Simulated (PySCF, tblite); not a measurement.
# C2H11N2Si2 radical, a small gas-phase stand-in for a defect centre (Si site with back bonds N[SiH3], C, C): EPR parameters

Wanted: the EPR parameters for `C[Si](C)([NH])N[SiH3]`. It is drawn as: nitrogen radical.

Programs: tblite 0.8.0 and PySCF 2.14.0. All values are calculated, for the isolated system unless a continuum is named. Atoms count from 0, parts from 1.

## (1) Starting point

17 atoms, charge 0, multiplicity 2; geometry: distance geometry start.

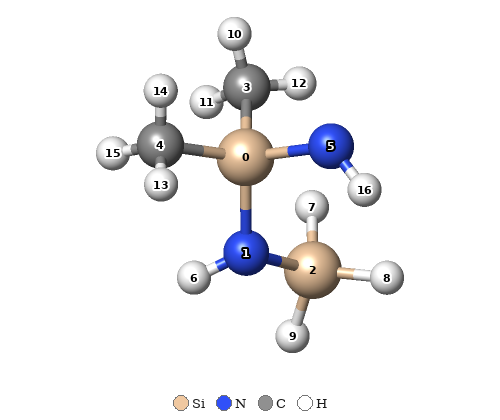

The starting geometry (silicon light orange, nitrogen blue, carbon grey, hydrogen white), atoms numbered.

## (2) Geometry optimisation with GFN2-xTB

The job: settings as JSON, then the geometry in Å.

```
{"job": {"kind": "relax", "xc": "GFN2-xTB", "basis": "xTB"}, "charge": 0, "multiplicity": 2}
Si    -0.750226     0.095266     0.726203
N      0.128408    -1.061519     1.839729
Si     1.835068    -0.643268     2.268227
C      0.315707     0.550386    -0.653270
C     -2.300947    -0.689878     0.107739
N     -1.184449     1.608451     1.688992
H     -0.062102    -2.053095     1.675469
H      2.505075    -0.194747     1.100023
H      1.837750     0.402965     3.223571
H      2.506520    -1.775361     2.776761
H     -0.236629     1.031620    -1.390762
H      0.763857    -0.316569    -1.049031
H      1.054634     1.203789    -0.364697
H     -2.918314    -0.920819     0.909741
H     -2.798761    -0.022516    -0.515123
H     -2.039608    -1.555944    -0.399839
H     -1.176633     1.679318     2.708951
```

Method: GFN2-xTB geometry optimisation, gas phase.

On the command line:

```console
$ OMP_NUM_THREADS=1 python cluster_run.py task.json out
```

The driver reads the jobs from task.json and runs them one after another.

The log of the run:

```text
step      E/eV     max force
  0    -520.18350    5.817
  1    -520.95459    3.143
  2    -521.17910    1.878
  3    -521.21567    0.615
  4    -521.22549    0.330
  5    -521.24884    0.494
  6    -521.26491    0.595
  7    -521.27874    0.365
  8    -521.28682    0.217
  9    -521.29375    0.261
 10    -521.30038    0.321
 11    -521.30714    0.237
 12    -521.31244    0.193
 13    -521.31702    0.207
 14    -521.32174    0.256
 15    -521.32636    0.186
 16    -521.33109    0.155
 17    -521.33595    0.182
 18    -521.33960    0.214
 19    -521.34166    0.143
 20    -521.34318    0.108
 21    -521.34493    0.123
 22    -521.34741    0.219
 23    -521.35038    0.275
 24    -521.35293    0.154
 25    -521.35479    0.104
 26    -521.35655    0.142
 27    -521.35875    0.201
 28    -521.36157    0.208
 29    -521.36417    0.119
 30    -521.36645    0.114
 31    -521.36842    0.091
 32    -521.36997    0.109
 33    -521.37120    0.092
 34    -521.37214    0.095
 35    -521.37280    0.078
 36    -521.37342    0.074
 37    -521.37409    0.058
 38    -521.37469    0.062
 39    -521.37516    0.055
 40    -521.37556    0.066
 41    -521.37601    0.068
 42    -521.37654    0.078
 43    -521.37702    0.072
 44    -521.37730    0.039
 45    -521.37744    0.031
 46    -521.37756    0.028
 47    -521.37772    0.046
 48    -521.37796    0.057
 49    -521.37827    0.065
 50    -521.37857    0.049
 51    -521.37879    0.041
 52    -521.37895    0.033
 53    -521.37914    0.042
 54    -521.37933    0.041
 55    -521.37949    0.031
 56    -521.37962    0.031
 57    -521.37976    0.040
 58    -521.38000    0.059
 59    -521.38033    0.059
 60    -521.38065    0.045
 61    -521.38085    0.031
 62    -521.38100    0.042
 63    -521.38126    0.068
 64    -521.38178    0.092
 65    -521.38264    0.112
 66    -521.38355    0.090
 67    -521.38426    0.053
 68    -521.38469    0.062
 69    -521.38478    0.082
 70    -521.38510    0.057
 71    -521.38533    0.049
 72    -521.38558    0.039
 73    -521.38582    0.056
 74    -521.38611    0.048
 75    -521.38660    0.039
 76    -521.38715    0.043
 77    -521.38756    0.061
 78    -521.38769    0.109
 79    -521.38817    0.062
 80    -521.38855    0.044
 81    -521.38919    0.048
 82    -521.38964    0.076
 83    -521.39017    0.084
 84    -521.39054    0.055
 85    -521.39079    0.028
 86    -521.39093    0.030
 87    -521.39104    0.032
 88    -521.39117    0.046
 89    -521.39132    0.042
 90    -521.39149    0.035
 91    -521.39167    0.032
 92    -521.39187    0.034
 93    -521.39211    0.031
 94    -521.39239    0.033
 95    -521.39265    0.040
 96    -521.39289    0.069
 97    -521.39312    0.041
 98    -521.39341    0.037
 99    -521.39376    0.035
100    -521.39401    0.055
101    -521.39429    0.045
102    -521.39449    0.037
103    -521.39463    0.018
104    -521.39471    0.019
105    -521.39479    0.026
106    -521.39489    0.029
107    -521.39498    0.026
108    -521.39504    0.014
109    -521.39508    0.011
110    -521.39511    0.013
111    -521.39515    0.018
112    -521.39521    0.019
113    -521.39528    0.022
114    -521.39535    0.017
115    -521.39540    0.017
116    -521.39546    0.017
117    -521.39555    0.021
118    -521.39568    0.030
119    -521.39582    0.032
120    -521.39598    0.031
121    -521.39615    0.028
122    -521.39633    0.028
123    -521.39651    0.035
124    -521.39667    0.035
125    -521.39683    0.027
126    -521.39697    0.041
127    -521.39710    0.040
128    -521.39724    0.049
129    -521.39737    0.034
130    -521.39750    0.036
131    -521.39762    0.024
132    -521.39772    0.024
133    -521.39786    0.035
134    -521.39802    0.038
135    -521.39821    0.041
136    -521.39837    0.047
137    -521.39851    0.046
138    -521.39865    0.051
139    -521.39880    0.037
140    -521.39893    0.044
141    -521.39906    0.028
142    -521.39916    0.020
143    -521.39924    0.020
144    -521.39935    0.027
145    -521.39943    0.035
146    -521.39954    0.040
147    -521.39962    0.030
148    -521.39974    0.024
149    -521.39980    0.023
150    -521.39992    0.021
151    -521.40000    0.017
152    -521.40004    0.022
153    -521.40009    0.016
154    -521.40014    0.014
155    -521.40019    0.017
156    -521.40023    0.017
157    -521.40029    0.017
158    -521.40034    0.015
159    -521.40039    0.013
160    -521.40042    0.011
161    -521.40043    0.013
162    -521.40045    0.009
163    -521.40049    0.013
164    -521.40053    0.014
165    -521.40057    0.013
166    -521.40060    0.010
167    -521.40062    0.009
168    -521.40065    0.012
169    -521.40069    0.018
170    -521.40073    0.019
171    -521.40078    0.019
172    -521.40083    0.014
173    -521.40087    0.029
174    -521.40094    0.022
175    -521.40106    0.023
176    -521.40113    0.021
177    -521.40121    0.023
178    -521.40128    0.025
179    -521.40136    0.018
180    -521.40144    0.020
181    -521.40152    0.020
182    -521.40161    0.020
183    -521.40167    0.021
184    -521.40173    0.021
185    -521.40178    0.013
186    -521.40182    0.016
187    -521.40187    0.018
188    -521.40193    0.021
189    -521.40201    0.020
190    -521.40212    0.023
191    -521.40227    0.039
192    -521.40240    0.050
193    -521.40253    0.059
194    -521.40265    0.033
195    -521.40277    0.027
196    -521.40289    0.032
197    -521.40309    0.037
198    -521.40329    0.036
199    -521.40351    0.042
200    -521.40376    0.039
201    -521.40376    0.039
202    -521.40547    0.049
203    -521.40569    0.050
204    -521.40609    0.021
205    -521.40542    0.151
206    -521.40661    0.013
207    -521.40684    0.021
208    -521.40674    0.076
209    -521.40714    0.025
210    -521.40724    0.014
211    -521.40733    0.038
212    -521.40743    0.017
213    -521.40749    0.011
214    -521.40757    0.015
215    -521.40760    0.022
216    -521.40762    0.015
217    -521.40763    0.008
218    -521.40763    0.005
```

Wall time 6.8 s (1 thread of Arm Neoverse V1, shared host).

Along the way:

```
step  energy from step 0 (eV)  largest force (eV/Å)
   0                   0.0000                5.8178
   9                  -1.1103                0.2606
  18                  -1.1561                0.2130
  27                  -1.1753                0.2005
  36                  -1.1899                0.0737
  45                  -1.1939                0.0310
  54                  -1.1958                0.0410
  63                  -1.1978                0.0679
  72                  -1.2021                0.0388
  81                  -1.2057                0.0481
  90                  -1.2080                0.0353
  99                  -1.2103                0.0348
 108                  -1.2115                0.0148
 117                  -1.2120                0.0203
 126                  -1.2135                0.0413
 135                  -1.2147                0.0406
 144                  -1.2159                0.0272
 153                  -1.2166                0.0169
 162                  -1.2169                0.0094
 171                  -1.2173                0.0190
 180                  -1.2179                0.0196
 189                  -1.2185                0.0205
 198                  -1.2198                0.0357
 207                  -1.2233                0.0207
 216                  -1.2241                0.0153
 218                  -1.2241                0.0051
```

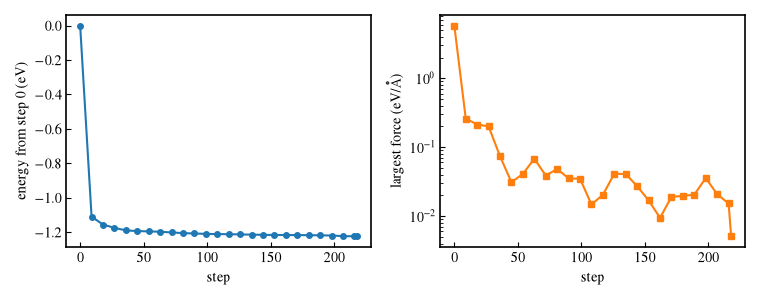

Energy and force, step by step.

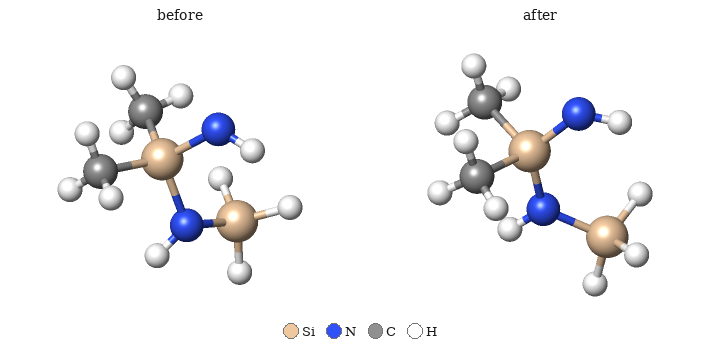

Before and after, at one scale.

Distances of close pairs at the start and the end, largest changes first:

```
  bond  before (Å)  after (Å)  change (Å)
Si0–N5       1.845      1.656      -0.189
Si0–C3       1.802      1.930      +0.128
Si0–C4       1.845      1.929      +0.084
N1–Si2       1.809      1.727      -0.081
Si0–N1       1.830      1.751      -0.080
C3–H12       1.028      1.082      +0.054
Si2–H9       1.411      1.464      +0.053
Si2–H8       1.417      1.466      +0.049
```

## (3) Optimising the geometry at PBE0-D3(BJ)/def2-SVP

The job: settings as JSON, then the geometry in Å.

```
{"job": {"xc": "PBE0", "basis": "def2-SVP", "d3": "d3bj", "grid": 2, "kind": "geom", "shake": 0.01}, "charge": 0, "multiplicity": 2}
Si    -0.333927     0.394656    -0.193643
N      0.702963    -0.782344     0.507001
Si     1.690475    -0.627831     1.899140
C      0.254550     0.605478    -2.034350
C     -2.065554    -0.460771    -0.400162
N     -0.589625     1.935074     0.439110
H      0.743411    -1.674270     0.047164
H      2.660864     0.490448     1.705165
H      0.872208    -0.356799     3.101235
H      2.412510    -1.904768     2.043148
H     -0.435354     1.308620    -2.518151
H      0.180596    -0.349032    -2.535905
H      1.208520     0.985118    -2.061308
H     -2.455518    -0.723141     0.594385
H     -2.756970     0.224015    -0.855445
H     -1.972159    -1.328819    -0.994104
H     -0.126504     2.264169     1.276809
```

The log of the run:

```text
step   0  E = -770.53610918  max force = 0.059911
step   1  E = -770.55354998  max force = 0.007307
step   2  E = -770.55479200  max force = 0.002737
step   3  E = -770.55495959  max force = 0.001782
step   4  E = -770.55502337  max force = 0.000830
step   5  E = -770.55504472  max force = 0.000296
step   6  E = -770.55505826  max force = 0.000396
optimisation converged
```

Wall time 2.4 min (1 thread of Arm Neoverse V1, shared host); peak memory 0.83 GiB.

Relaxation path:

```
step  energy from step 0 (eV)  largest force component (eV/Å)
   0                   0.0000                          3.0807
   1                  -0.4746                          0.3757
   2                  -0.5084                          0.1407
   3                  -0.5129                          0.0916
   4                  -0.5147                          0.0427
   5                  -0.5153                          0.0152
   6                  -0.5156                          0.0204
```

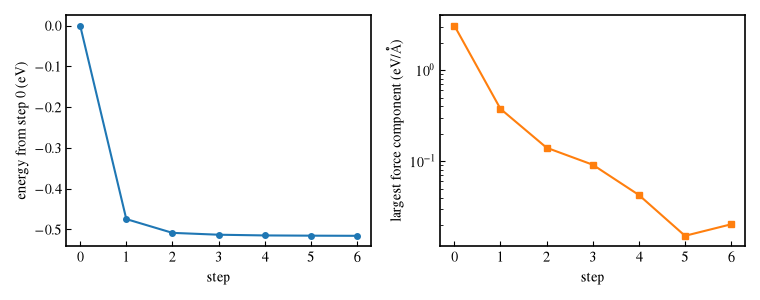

Energy and force, step by step.

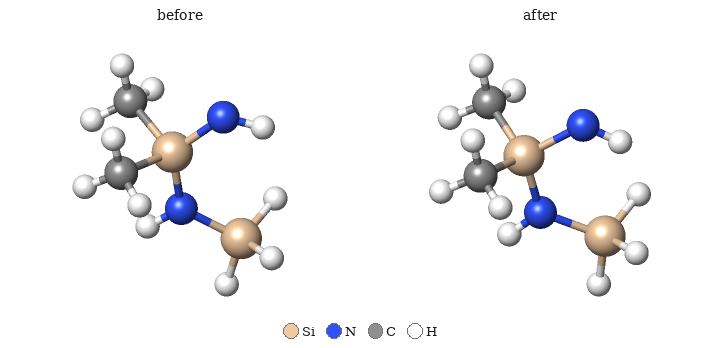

The geometry before (left) and after (right).

Close pairs (by a distance rule), those that changed most:

```
  bond  before (Å)  after (Å)  change (Å)
Si0–N5       1.685      1.763      +0.078
C3–H12       1.027      1.100      +0.073
Si0–C3       1.944      1.874      -0.070
Si0–C4       1.942      1.873      -0.069
C4–H15       1.056      1.102      +0.046
Si0–N1       1.718      1.752      +0.035
C4–H14       1.074      1.101      +0.026
N1–Si2       1.714      1.736      +0.022
```

The next job starts from the end point, and lists it.

```
                         at the end point                value
  point group (found at 0.08 Å tolerance)                   C1
rotational constants (GHz, main isotopes)  3.293, 1.326, 1.294
                        dipole moment (D)                 1.87
                                     ⟨S²⟩                0.754
```

## (4) g tensor and hyperfine couplings: B3LYP/IGLO-III+pcH-1

The job: settings as JSON, then the geometry in Å.

```
{"job": {"kind": "epr"}, "charge": 0, "multiplicity": 2}
Si    -0.384998     0.241632    -0.342507
N      0.710066    -0.837109     0.499115
Si     1.657013    -0.479083     1.909281
C      0.226561     0.604121    -2.076336
C     -2.113608    -0.478004    -0.399905
N     -0.500928     1.793082     0.485963
H      0.820165    -1.778666     0.133116
H      2.579579     0.683058     1.697648
H      0.814243    -0.132414     3.099534
H      2.472077    -1.686957     2.237121
H     -0.427373     1.333287    -2.578160
H      0.240671    -0.319047    -2.678109
H      1.248885     1.010778    -2.054839
H     -2.477296    -0.713729     0.611542
H     -2.813964     0.232010    -0.865380
H     -2.122996    -1.407968    -0.991170
H      0.061093     1.936544     1.333048
```

With the program's defaults for keys left out, this is: UKS B3LYP, IGLO-III on C N Si, pcH-1 on H, non-relativistic, mean-field spin-orbit, GIAO.

The log of the run:

```text
UKS, coarse grid
  cycle   1  E = -771.38710199  |g| = 5.04e-01
  cycle   2  E = -771.29925334  |g| = 6.68e-01
  cycle   3  E = -771.49576030  |g| = 9.21e-02
  cycle   4  E = -771.49890123  |g| = 4.27e-02
  cycle   5  E = -771.49974043  |g| = 7.77e-03
  cycle   6  E = -771.49977685  |g| = 3.46e-03
  cycle   7  E = -771.49978370  |g| = 1.63e-03
  cycle   8  E = -771.49978449  |g| = 5.67e-04
UKS, final grid
  cycle   1  E = -771.49976787  |g| = 7.25e-04
  cycle   2  E = -771.49976761  |g| = 1.07e-03
  cycle   3  E = -771.49976815  |g| = 9.92e-05
  cycle   4  E = -771.49976816  |g| = 4.53e-05
  cycle   5  E = -771.49976817  |g| = 3.43e-05
  cycle   6  E = -771.49976817  |g| = 1.67e-05
E = -771.49976817 Eh   <S^2> = 0.7536 (exact 0.7500)
g shifts (ppm)      1          2          3
  rmc          -196       -196       -196
  gc             -8         45         40
  oz_so          60       1728       7501
  total        -144       1576       7345
hyperfine (MHz)  atom isotope    a_iso     a_fc   dipolar eigenvalues
    0  29Si      43.00      43.09     -1.70     -0.10      1.80
    1   14N      -1.81      -1.80     -0.17     -0.15      0.33
    2  29Si       0.42       0.42     -0.61      0.12      0.50
    3   13C      27.22      27.23     -3.68     -3.53      7.21
    4   13C      26.13      26.14     -3.56     -3.40      6.96
    5   14N      27.08      26.97    -40.93    -40.20     81.13
    6    1H      -2.07      -2.07     -1.31     -1.23      2.54
    7    1H       0.76       0.76     -1.76     -1.64      3.39
    8    1H       0.56       0.56     -1.73     -1.62      3.35
    9    1H      -0.26      -0.26     -0.65     -0.61      1.26
   10    1H      -2.66      -2.67     -3.48     -1.54      5.02
   11    1H      13.86      13.86     -2.52     -1.13      3.65
   12    1H      -2.86      -2.86     -3.73     -1.49      5.22
   13    1H      -2.80      -2.80     -3.65     -1.49      5.14
   14    1H      -2.58      -2.59     -3.40     -1.55      4.95
   15    1H      12.85      12.85     -2.46     -1.12      3.58
   16    1H     -56.90     -57.07    -50.78     -7.67     58.45
```

Wall time 1.8 min (1 thread of Arm Neoverse V1, shared host); peak memory 1.4 GiB.

Principal g values 2.00218, 2.00390, 2.00966; g(iso) = 2.00525, against 2.00232 for a free electron.

Hyperfine couplings, nucleus by nucleus at this fixed geometry (no averaging over rotations):

```
nuclei  isotope  a(iso) (MHz)  a(iso) (G, at g = 2.0023)  largest dipolar term (MHz)
   H16       1H         -56.9                      -20.3                        58.5
   Si0     29Si          43.0                       15.3                         1.8
    C3      13C          27.2                        9.7                         7.2
    N5      14N          27.1                        9.7                        81.1
    C4      13C          26.1                        9.3                         7.0
   H11       1H          13.9                        4.9                         3.7
   H15       1H          12.8                        4.6                         3.6
   H12       1H          -2.9                       -1.0                         5.2
   H13       1H          -2.8                       -1.0                         5.1
   H10       1H          -2.7                       -0.9                         5.0
   H14       1H          -2.6                       -0.9                         5.0
    H6       1H          -2.1                       -0.7                         2.5
    N1      14N          -1.8                       -0.6                         0.3
    H7       1H           0.8                        0.3                         3.4
```

Mulliken spin populations:

Si0 -0.03; N1 0.00; Si2 0.00; C3 0.03; C4 0.03; N5 0.99; H6 0.00; H7 0.00; H8 0.00; H9 0.00; H10 0.00; H11 0.01; H12 0.00; H13 0.00; H14 0.00; H15 0.01; H16 -0.04

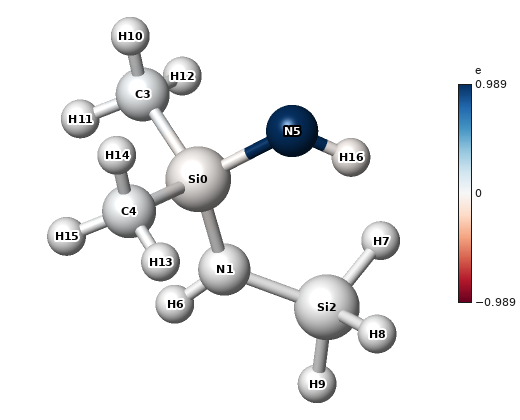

Mulliken spin populations, as colours on the atoms.

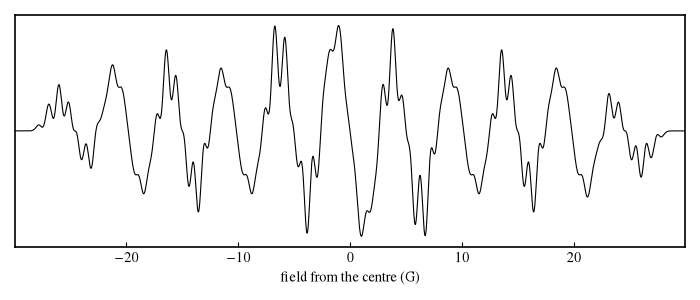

First-order isotropic spectrum (first derivative, main isotopes with spin only, couplings over 0.8 MHz, Gaussian width 0.3 G; couplings of the frozen geometry, rotation of groups not averaged beyond the rows shown).

## (5) EPR parameters: BHandHLYP/IGLO-III+pcH-1

The job, as its differences from that of step 4:

```diff
@@ -1,2 +1,2 @@
-{"job": {"kind": "epr"}, "charge": 0, "multiplicity": 2}
+{"job": {"kind": "epr", "xc": "BHandHLYP"}, "charge": 0, "multiplicity": 2}
 Si    -0.384998     0.241632    -0.342507
```

Method: UKS BHandHLYP, IGLO-III on C N Si, pcH-1 on H, non-relativistic, mean-field spin-orbit, GIAO.

The log of the run:

```text
UKS, coarse grid
  cycle   1  E = -771.24986638  |g| = 3.73e-01
  cycle   2  E = -771.28361112  |g| = 3.27e-01
  cycle   3  E = -771.32860615  |g| = 5.50e-02
  cycle   4  E = -771.33085264  |g| = 2.67e-02
  cycle   5  E = -771.33138053  |g| = 8.21e-03
  cycle   6  E = -771.33147647  |g| = 3.18e-03
  cycle   7  E = -771.33148980  |g| = 1.51e-03
  cycle   8  E = -771.33149193  |g| = 5.67e-04
UKS, final grid
  cycle   1  E = -771.33148153  |g| = 4.47e-04
  cycle   2  E = -771.33148166  |g| = 4.19e-04
  cycle   3  E = -771.33148177  |g| = 1.36e-04
  cycle   4  E = -771.33148186  |g| = 1.08e-04
  cycle   5  E = -771.33148191  |g| = 6.91e-05
  cycle   6  E = -771.33148196  |g| = 4.80e-05
  cycle   7  E = -771.33148199  |g| = 1.76e-05
  cycle   8  E = -771.33148199  |g| = 6.54e-06
E = -771.33148199 Eh   <S^2> = 0.7548 (exact 0.7500)
g shifts (ppm)      1          2          3
  rmc          -197       -197       -197
  gc             -9         45         40
  oz_so          59       1661       8322
  total        -147       1508       8166
hyperfine (MHz)  atom isotope    a_iso     a_fc   dipolar eigenvalues
    0  29Si      48.07      48.16     -2.06      0.22      1.84
    1   14N      -1.77      -1.77     -0.20     -0.11      0.31
    2  29Si       0.37       0.37     -0.65      0.16      0.49
    3   13C      23.40      23.41     -2.81     -2.68      5.49
    4   13C      22.43      22.43     -2.72     -2.59      5.31
    5   14N      36.22      36.10    -41.20    -40.39     81.58
    6    1H      -2.18      -2.18     -1.35     -1.23      2.58
    7    1H       0.46       0.46     -1.80     -1.67      3.47
    8    1H       0.31       0.31     -1.78     -1.65      3.42
    9    1H      -0.24      -0.24     -0.66     -0.62      1.28
   10    1H      -2.29      -2.29     -3.22     -1.79      5.02
   11    1H      11.22      11.22     -2.16     -1.14      3.30
   12    1H      -2.21      -2.21     -3.48     -1.74      5.22
   13    1H      -2.18      -2.18     -3.41     -1.74      5.14
   14    1H      -2.24      -2.24     -3.16     -1.80      4.96
   15    1H      10.39      10.39     -2.12     -1.13      3.25
   16    1H     -66.26     -66.45    -52.68     -8.08     60.76
```

Run time: 2 min. Hardware: 1 thread of Arm Neoverse V1, shared host; peak memory 1.5 GiB.

In short: g(iso) 2.00549.

## (6) Comparing the runs: EPR parameters

g, ⟨S²⟩ and isotropic hyperfine couplings (MHz), with basis size and wall time:

```
                     run   g(iso)   ⟨S²⟩  1H H16  29Si Si0  13C C3  14N N5  13C C4  functions     time
    B3LYP/IGLO-III+pcH-1  2.00525  0.754   -56.9      43.0    27.2    27.1    26.1        338  1.8 min
BHandHLYP/IGLO-III+pcH-1  2.00549  0.755   -66.3      48.1    23.4    36.2    22.4        338    2 min
```

## (7) What came out

| quantity | value |
| --- | --- |
| point group | C1 |
| rotational constants (main isotopes) | 3.29, 1.33, 1.29 GHz |
| g(iso) (B3LYP) | 2.00525 |
| ⟨S²⟩ | 0.754 (exact 0.75) |
| largest a(iso) | 1H on H16, -56.9 MHz |

The start of the PBE0/def2-SVP relaxation was shaken at random by about 0.01 Å, so part of the energy gained, and of the first lengths quoted, undoes that. Over 6 steps the energy fell by 0.516 eV; of the close pairs, Si0–N5 changed most, 1.685 to 1.763 Å (PBE0/def2-SVP). No frequency check was run at this level, so the end point may be a saddle. N5 carries the largest spin population, 0.99 e. The isotropic g lies 2.9 ppt above the free-electron value. The coupling of 1H on H16 runs from -66.3 (BHandHLYP/IGLO-III+pcH-1) to -56.9 MHz (B3LYP/IGLO-III+pcH-1). A capped cluster stands for the solid here, so long-range fields and strain are missing, and bands or shifts of the capping hydrogens have no counterpart in it.
